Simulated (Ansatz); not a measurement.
We consider BaAl4 (I4/mmm, No. 139), described by PBEsol (Ansatz, a first-principles code, PAW).

Settings: plane-wave cutoff 520 eV, 18×18×18 k mesh, Fermi–Dirac smearing 0.05 eV, scalar-relativistic PAW data made under PBE.

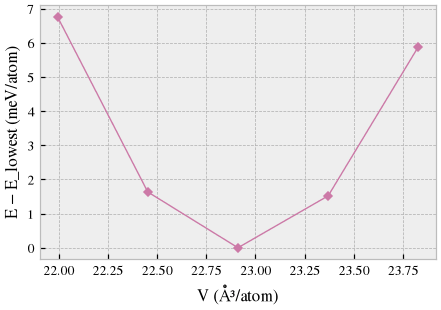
*Total energy against volume*

**Question.** From the curve, estimate the equilibrium volume and the bulk modulus.

**Answer.** V0 ≈ 22.9 Å³/atom and B0 ≈ 55 GPa; the fit gives V0 = 22.912 Å³/atom, B0 = 55.1 GPa, B′ = 4.1.

Shape and atoms are relaxed at each volume.

Note: the bulk modulus comes from volumes at which shape and atoms were relaxed.

Spin–orbit coupling is not included.

Static lattice: no zero-point or thermal effects.
